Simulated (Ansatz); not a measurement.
The calculation's input:

```
crystal:
  periodic: [false, false, false]
  atoms:
    - {symbol: Al, position_ang: [0.449768, 0.941377, -1.910267]}
    - {symbol: B, position_ang: [0.480109, 2.830642, -2.883204]}
    - {symbol: Cl, position_ang: [-1.439203, 0.014236, -1.683618]}
    - {symbol: O, position_ang: [0.617667, 3.902472, -3.419156]}
basis:
  gaussian: {orbitals: def2-TZVPD}
magnetization: {spin_polarized: true, initial_magnetization: 1}
hamiltonian: {xc: pbe0}
output: {forces: true, orbitals: {seedname: orbitals}}
```

Command:

```sh
ansatz run input.yaml --threads 1 --pin off --max-ram 2610MiB --events-out events.jsonl --progress --plain --runs-dir runs
```

Geometry: B3LYP-D3(BJ)/def2-SVP.

These are results of isolated molecule in a Gaussian basis; Kohn-Sham density functional theory, functional PBE0 in Ansatz 0.2.0, not measurements.

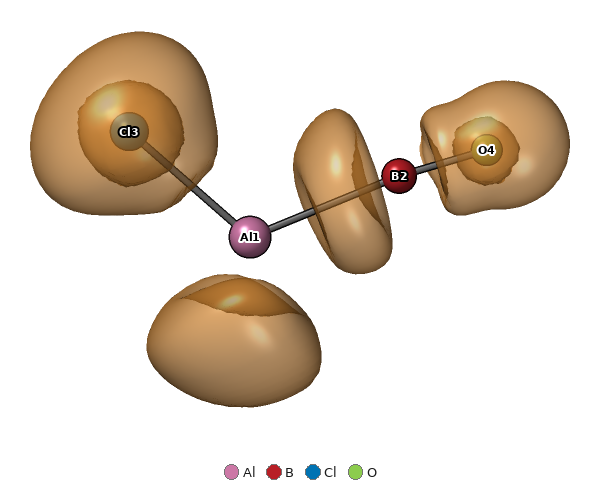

AlBClO (SMILES O=[B][Al][Cl]) (doublet). Isosurface of the ELF at 0.75 (orange), seen across its widest extent. Core shells and regions of very low density are left out.

Question: Describe the localisation domains.

Answer: The ELF exceeds this value in one lobe of the valence shell of B pointing towards Al (polar bonds), one region on Cl in which the atom's valence shell and bonds are merged, one region on O in which the atom's valence shell and bonds are merged and one lobe on Al, pointing away from the bonds (non-bonding electrons). Profiles from the grid: B–O (1.21 Å): the ELF peaks at about 0.85 between the atoms; a polar covalent bond. Al–Cl (2.12 Å): the ELF peaks at about 0.85 in the valence shell of Cl, 0.9 Å from its nucleus, and is about 0.80 at the midpoint.
